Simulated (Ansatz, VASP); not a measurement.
# Cross-check of Te2Mo between VASP and Ansatz

Wanted: the spread between two codes on one cell, functional and k mesh. Other levels of theory on this material are compared in a session of their own. Valence electrons are named where the data sets of a main pair hold unlike numbers.

Calculated with Ansatz 0.2.0; plane waves, with VASP 6.6.1 beside it; band structure at HSE03.

**1. Starting point**

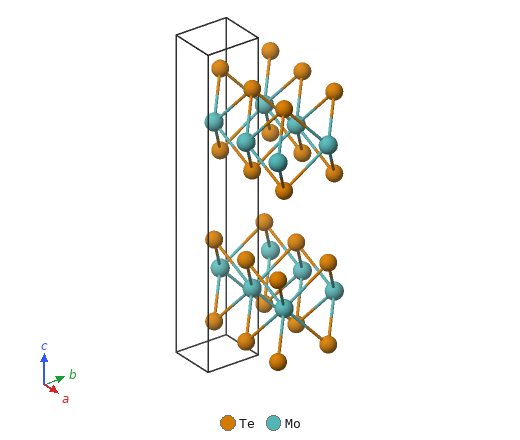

The starting structure, seen slightly off an axis (tellurium orange, molybdenum teal). 3×2×1 cells are drawn.

**2. Ansatz: band structure, HSE03**

Ansatz runs on its default PAW (the set named soft_2) files.

Levels along a path test the potential and the projectors away from the mesh points.

Input file input.yaml:

```yaml
crystal:
  lattice:
    - [3.5182, 0.0, 0.0]
    - [-1.7591, 3.0468505756, 0.0]
    - [0.0, 0.0, 13.9736]
  atoms:
    - { symbol: Te, position: [0.3333333333, 0.6666666667, 0.621] }
    - { symbol: Te, position: [0.6666666667, 0.3333333333, 0.121] }
    - { symbol: Te, position: [0.3333333333, 0.6666666667, 0.879] }
    - { symbol: Te, position: [0.6666666667, 0.3333333333, 0.379] }
    - { symbol: Mo, position: [0.3333333333, 0.6666666667, 0.25] }
    - { symbol: Mo, position: [0.6666666667, 0.3333333333, 0.75] }
hamiltonian:
  xc: { exchange: pbe, correlation: pbe, exx: { coeff: 0.25, omega: 0.3 } }
  pseudopotentials: { kind: paw }
kpoints:
  mp_grid: { grid: [5, 5, 1] }
  band_path:
    path:
      - [0.0, 0.0, 0.0]
      - [0.4, 0.0, 0.0]
      - [0.4, 0.2, 0.0]
      - [0.2, 0.2, 0.0]
      - [0.0, 0.0, 0.1]
      - [0.0, 0.0, 0.5]
      - [0.4, 0.0, 0.5]
      - [0.4, 0.2, 0.5]
      - [0.2, 0.2, 0.5]
      - [0.5, 0.0, 0.4]
      - [0.33333, 0.33333, 0.0]
      - [0.33333, 0.33333, 0.5]
    npoints: 1
scf:
  occupations: { method: gaussian, width: 0.02 }
  n_extra_bands: 9
output:
  forces: true
  stress: true
  eigenvalues: true
```

Run with:

```
$ ansatz run input.yaml --threads 4 --pin off --max-ram 9216MiB --backend cpu --events-out ev --progress --plain --runs-dir out
```

Numbers of over 12 decimals in the logs are rounded to 6 here.

The program printed:

```text
Warning: output.stress: scf.convergence.dr2_threshold = 1e-7 eV (the SCF's general default) is looser than the 6e-10 eV advised for a printed stress (1e-10 eV for each atom of the cell: 6). What an SCF threshold leaves in a stress goes as its square root, and in the free energy as the threshold itself, and one threshold admits the most on a small cell: [figures from the program's tests cut] Set scf.convergence.dr2_threshold to 6e-10 eV or tighter. The threshold is an SCF's pass mark: one that does not reach it within its budget of iterations ends unconverged, or closes short of it on a stop that the run arms, and scf.convergence.dr2_threshold's page says what that costs each kind of run
Warning: output.stress: scf.exx.energy_threshold = 1e-6 eV is looser than the 6e-8 eV advised for a stress under a hybrid functional (1e-8 eV for each atom of the cell: 6). Every SCF of the exchange loop can meet its threshold on dr2 while the loop round them stops early: no threshold on dr2 bounds what that leaves in the stress. Set scf.exx.energy_threshold to 6e-8 eV or tighter. The threshold is the loop's pass mark: a loop that does not reach it within its budget of cycles ends unconverged, and scf.exx.energy_threshold's page has the law
scf.n_extra_bands = 9 over 46 filled bands (N_el = 92.0): the run solves 55 bands
Engine: ansatz 0.2.0, aarch64-unknown-linux-gnu
Pseudopotentials: kind: paw
Pseudopotential: Te, paw, valence charge 16, recommended cutoff 420 eV (normal), Te.paw.azcp
Pseudopotential: Mo, paw, valence charge 14, recommended cutoff 420 eV (normal), Mo.paw.azcp
Functional definition: unnamed
  parameter a_1 = 0.25
  parameter omega_1 = 0.3/angstrom
  exchange = pbe_x + (-a_1)*pbe_x_sr(omega_1) + a_1*exact_x_sr(omega_1)
  correlation = pbe_c
Crystal: 6 atoms, lattice volume = 149.789 Å³
Basis set: ecut = 420 eV, 2909 PW (Γ), exchange–correlation on 48×48×192 points (8 copies of the dense FFT grid, shifted against one another)
Bands: 55, of which v1, the nominal top of the filled ones, is band 46 counted from 1 (45 counted from 0)
Symmetry: 24 space group operations
Space group: P63/mmc (ITA 194), of the structure as read, at distance tolerance 5.3e-5 Å
k-points: 5 of 25
Non-local potential: Te, projectors of the file, l = 0: 2, l = 1: 2, l = 2: 2, l = 3: 2
Non-local potential: Mo, projectors of the file, l = 0: 3, l = 1: 2, l = 2: 2, l = 3: 1
PAW form: soft (Blöchl's): semilocal exchange-correlation on the pseudo side does not see the compensation charge
PAW frozen core: Te, regenerated for the run's functional, and the local potential with it (the file was generated under x = pbe(κ = 0.804, μ = 0.219515), c = pbe(β = 0.066725))
PAW frozen core: Mo, regenerated for the run's functional, and the local potential with it (the file was generated under x = pbe(κ = 0.804, μ = 0.219515), c = pbe(β = 0.066725))
PAW one-centre angular grid: Te, 590 points (default); XC on 64 Gauss nodes
PAW one-centre angular grid: Mo, 590 points (default); XC on 64 Gauss nodes
Initial density: superposition of atomic densities (neutral atoms: chi_scale 0, normalization atom), corrected by the library's trained network
Initial wavefunctions: pseudopotential atomic-orbital guess
Functional: x = pbe(κ = 0.804, μ = 0.219515), c = pbe(β = 0.066725), warm-up for x = pbe(κ = 0.804, μ = 0.219515) + 0.25 (exact − pbe) at short range (hse, ω = 0.3 Å⁻¹), c = pbe(β = 0.066725)
SCF iter   1: F=—  HF=-37833.331333 eV  |F-HF|=—  |Δ(HF+E_count)|=         —  Δρ=4.53e-3  dr2=1.57e-2  ethr=1.77e-3  ⟨swp⟩=6.6  Hψ=1079  notcnv=0
preconditioner: auto → none  [insulator: Δε(μ)=0.715 eV  Ē_g=7.169 eV  σ=0.020 eV  W_gap=1.00  n_scr=52 (ndim 8)  ℏωp=18.2 eV  f_vac=0.021  D(μ)=0.00/eV (n_scr^D=0)]
SCF iter   2: F=—  HF=-37833.348777 eV  |F-HF|=—  |Δ(HF+E_count)|=   1.74e-2  Δρ=4.33e-3  dr2=8.13e-2  ethr=1.71e-5  ⟨swp⟩=4.4  Hψ=788  notcnv=0  defer=1
SCF iter   3: F=—  HF=-37833.343280 eV  |F-HF|=—  |Δ(HF+E_count)|=   5.50e-3  Δρ=2.58e-3  dr2=2.15e-2  ethr=1.71e-5  ⟨swp⟩=4.6  Hψ=708  notcnv=0
SCF iter   4: F=—  HF=-37833.343251 eV  |F-HF|=—  |Δ(HF+E_count)|=   2.91e-5  Δρ=9.44e-4  dr2=2.37e-3  ethr=1.71e-5  ⟨swp⟩=3.0  Hψ=571  notcnv=0
iter 5 solved again at ethr=2.32e-8 eV; its pass at ethr=2.58e-6 eV (dr2=2.13e-5 eV) is discarded
SCF iter   5: F=-37833.343426 eV  HF=-37833.343420 eV  |F-HF|=5.13e-6  |Δ(HF+E_count)|=   1.69e-4  Δρ=1.33e-4  dr2=1.63e-5  ethr=2.32e-8  ⟨swp⟩=4.0  Hψ=1169  notcnv=0
eigensolver tolerance schedule: the retry pair's looser diagonalisation over-reported the residual by 0.31 of it (diagonalisation noise at 0.31 of the residual, at the tolerance the schedule requests for it); recorded, not acted on — ethr = c·dr2/N_el stays at c = 1.0e-1
SCF 1 stopped early in 5 iterations: F = -37833.343426 eV  dr2 = 1.63e-5
  greatest PAW one-centre occupation: 0.998 electrons in one spin orbital (limit 2), on the Mo atom at site 5 (counted from 0), in its partial waves of l = 0
Initial density: handed on by an earlier stage of this run
Initial wavefunctions: those handed on with the density
Functional: x = pbe(κ = 0.804, μ = 0.219515) + 0.25 (exact − pbe) at short range (hse, ω = 0.3 Å⁻¹), c = pbe(β = 0.066725)
Exchange kernel: α = 0.2500, screened, ω = 0.3000 Å⁻¹, Wigner–Seitz truncation, v(0) = 502.3780 eV·Å³, q-mesh 5×5×1, nearest image of the exchange supercell L = 13.97 Å, pair-density grid 15×15×60, without the augmentation charges, whose exchange is taken in its separable form by FFT convolution over the k-point mesh (sized by the pseudopotential files, 24×24×96 at the most), smooth part of the exact exchange by density-matrix convolution
Frozen-core exchange: fock
SCF iter   1: F=—  HF=-37855.047620 eV  |F-HF|=—  |Δ(HF+E_count)|=         —  Δρ=1.03e-2  dr2=3.72e-1  ethr=1.77e-7  ⟨swp⟩=9.8  Hψ=1344  notcnv=0
preconditioner: auto → none  [insulator: Δε(μ)=0.944 eV  Ē_g=8.111 eV  σ=0.020 eV  W_gap=1.00  n_scr=52 (ndim 8)  ℏωp=18.2 eV  f_vac=0.020  D(μ)=0.00/eV (n_scr^D=0)]
SCF iter   2: F=—  HF=-37855.277857 eV  |F-HF|=—  |Δ(HF+E_count)|=   2.30e-1  Δρ=2.01e-2  dr2=2.32e0  ethr=1.77e-7  ⟨swp⟩=6.0  Hψ=1356  notcnv=0  recentre
SCF iter   3: F=—  HF=-37854.997003 eV  |F-HF|=—  |Δ(HF+E_count)|=   2.81e-1  Δρ=3.51e-3  dr2=2.98e-2  ethr=1.77e-7  ⟨swp⟩=6.0  Hψ=1342  notcnv=0
SCF iter   4: F=—  HF=-37855.002523 eV  |F-HF|=—  |Δ(HF+E_count)|=   5.52e-3  Δρ=1.57e-3  dr2=4.89e-3  ethr=1.77e-7  ⟨swp⟩=4.8  Hψ=1029  notcnv=0
SCF iter   5: F=—  HF=-37855.001613 eV  |F-HF|=—  |Δ(HF+E_count)|=   9.10e-4  Δρ=4.98e-4  dr2=4.22e-4  ethr=1.77e-7  ⟨swp⟩=4.0  Hψ=698  notcnv=0
SCF iter   6: F=—  HF=-37855.002526 eV  |F-HF|=—  |Δ(HF+E_count)|=   9.14e-4  Δρ=5.26e-4  dr2=1.28e-3  ethr=1.77e-7  ⟨swp⟩=4.0  Hψ=629  notcnv=0
SCF iter   7: F=-37855.002360 eV  HF=-37855.002361 eV  |F-HF|=1.00e-6  |Δ(HF+E_count)|=   1.66e-4  Δρ=3.28e-5  dr2=1.88e-6  ethr=1.77e-7  ⟨swp⟩=3.8  Hψ=606  notcnv=0
SCF 2 stopped early in 7 iterations: F = -37855.002360 eV  dr2 = 1.88e-6
  Residual-converged pass: ⟨swp⟩=5.0  Hψ=885  notcnv=0  max |occ|·‖R‖ = 6.6e-6 eV (tolerance 6.7e-6 eV)  dr2=1.71e-6  dr2_onsite=1.26e-7  max |Δocc| = 2.0e-262
hybrid outer 1: dexx = +1.267e-2 eV, tail = 1.90e-4 eV
Exchange kernel: α = 0.2500, screened, ω = 0.3000 Å⁻¹, Wigner–Seitz truncation, v(0) = 502.3780 eV·Å³, q-mesh 5×5×1, nearest image of the exchange supercell L = 13.97 Å, pair-density grid 15×15×60, without the augmentation charges, whose exchange is taken in its separable form by FFT convolution over the k-point mesh (sized by the pseudopotential files, 24×24×96 at the most), smooth part of the exact exchange by density-matrix convolution
Frozen-core exchange: fock
SCF iter   1: F=—  HF=-37855.002480 eV  |F-HF|=—  |Δ(HF+E_count)|=         —  Δρ=4.95e-5  dr2=9.35e-6  ethr=1.03e-6  ⟨swp⟩=4.6  Hψ=581  notcnv=0
preconditioner: auto → none  [insulator: Δε(μ)=0.972 eV  Ē_g=8.043 eV  σ=0.020 eV  W_gap=1.00  n_scr=52 (ndim 8)  ℏωp=18.2 eV  f_vac=0.020  D(μ)=0.00/eV (n_scr^D=0)]
SCF iter   2: F=—  HF=-37855.002480 eV  |F-HF|=—  |Δ(HF+E_count)|=   4.54e-7  Δρ=2.10e-5  dr2=4.71e-7  ethr=7.83e-9  ⟨swp⟩=4.0  Hψ=717  notcnv=0
SCF iter   3: F=—  HF=-37855.002480 eV  |F-HF|=—  |Δ(HF+E_count)|=   7.13e-7  Δρ=9.51e-6  dr2=2.61e-7  ethr=3.76e-10  ⟨swp⟩=4.2  Hψ=710  notcnv=0  defer=1
SCF iter   4: F=—  HF=-37855.002480 eV  |F-HF|=—  |Δ(HF+E_count)|=   4.33e-8  Δρ=1.09e-6  dr2=3.76e-9  ethr=2.68e-10  ⟨swp⟩=3.0  Hψ=525  notcnv=0
SCF iter   5: F=-37855.002480 eV  HF=-37855.002480 eV  |F-HF|=1.46e-9  |Δ(HF+E_count)|=   1.82e-8  Δρ=1.22e-6  dr2=2.12e-9  ethr=2.09e-12 (applied; sched 1.23e-12)  ⟨swp⟩=4.4  Hψ=884  notcnv=0  defer=1
SCF 3 converged in 5 iterations: F = -37855.002480 eV  dr2 = 2.12e-9
  Residual-converged pass: ⟨swp⟩=2.2  Hψ=501  notcnv=0  max |occ|·‖R‖ = 7.0e-7 eV (tolerance 7.7e-7 eV)  dr2=2.12e-9  dr2_onsite=1.48e-10  max |Δocc| = 7.5e-266
hybrid outer 2: dexx = +1.079e-6 eV, tail = 2.35e-8 eV, Δε = 1.28e-3 eV (about 3.25e-5 eV left of the loop's levels), ΔF = 4.72e-3 eV/Å (tail 5.26e-4)
NSCF: frozen V_eff on 12 k-points
hybrid SCF converged: 2 outer / 12 inner (+5 warm-up), last move |dexx| = 1.08e-6 eV, tail = 2.35e-8 eV
Stability not checked: this state was not tested for a lower state beside it, because the functional holds exact exchange (a hybrid, or Hartree-Fock), whose exchange loop this test does not read (fock_operator; see scf.lower_state_search)
Free energy (F): -37855.002481 eV
Frozen-core exchange: fock
Harris-Foulkes:  -37855.002481 eV  (|F-HF|=1.46e-9)
Internal energy: -37855.002481 eV  (E = F + TS)
E sigma→0 (E₀):  -37855.002481 eV
Fermi energy:    12.741654 eV
--- Per-component energies (eV) ---
  E_band       = -1323.027149
  E_kinetic    = 1605.927867
  E_local      = -7373.708777  (includes V_loc(G=0)·N_el)
  E_nonlocal   = -961.615939
  E_hartree    = 4133.178093
  E_xc         = -707.624591
  E_vxc        = -710.750155  (∫ρ·V_xc dr)
  E_exx        = -249.081489  (= α·E_x^exact, valence–valence)
  E_paw        = -24983.832198  (= ΣΔE_a)
  E_vpaw       = -1651.071939  (= ΣTr[D̂ρ^β])
  E_aug_tail   = -0.000616  (compensation charges beyond the density's cutoff)
  E_ewald      = -9316.621616
  E_core_change = -1.623214  (= ΣΔE_core)
  E_smearing   = -0.000000  (= −TS)
  E_closure    = 0.000000  (closes the sum)
  Σ components = -37855.002481   (vs F -37855.002481, Δ=-7.28e-12)
--- Forces (eV/Å), atoms counted from 1 ---
  atom   1  Te     0.00000000     0.00000000     0.33682265
  atom   2  Te     0.00000000    -0.00000000     0.33682265
  atom   3  Te     0.00000000     0.00000000    -0.33682265
  atom   4  Te     0.00000000    -0.00000000    -0.33682265
  atom   5  Mo     0.00000000     0.00000000     0.00000000
  atom   6  Mo     0.00000000    -0.00000000     0.00000000
  max |Σ_I F_I| component: 5.55e-17 eV/Å
--- Stress (GPa, compression-positive) ---
       -0.186415       0.000000       0.000000
        0.000000      -0.186415       0.000000
        0.000000       0.000000      -0.047321
  P = ⅓ Tr σ = -0.1401 GPa (-1.401 kbar)
--- Band table (eV; the first three rows and the last of 5) ---
  k-point 0: bands = [... 42 lower, 11.1118, 11.1118, 11.8045, 12.2561, 15.5749, 15.5749, 15.7153, 15.7153, ... 5 higher]
  k-point 1: bands = [... 42 lower, 10.6892, 11.1438, 11.5471, 11.6403, 14.0926, 14.5421, 14.6041, 14.7800, ... 5 higher]
  k-point 2: bands = [... 42 lower, 10.8625, 11.1323, 11.4226, 11.6569, 13.8686, 13.9028, 14.0562, 14.3675, ... 5 higher]
  k-point 4: bands = [... 42 lower, 10.0628, 10.3670, 11.7478, 12.0073, 13.6959, 13.8231, 14.1386, 14.5426, ... 5 higher]
```

It took 2.2 min on 4 threads of Arm Neoverse N1, shared host; peak memory 1.3 GiB.

Reading the cycles: dr2 is the Hartree energy of the density residual (eV), the measure of convergence; HF is the Harris–Foulkes estimate of the energy, which meets the free energy F at convergence.

[end of part 1 of 2]

[Lines on the potential files, build, host, timing and source positions are cut from VASP's logs without a mark.]

[Logs are printed without paths, hosts, clocks, repeated set-up lines and the standing remarks that a program may print on its own settings, such as how far it seeks lower states.]

[Hosts, paths, dates, database ids (printed as entryN), source tags and the programs' standing remarks are cut or masked in the printed files.]
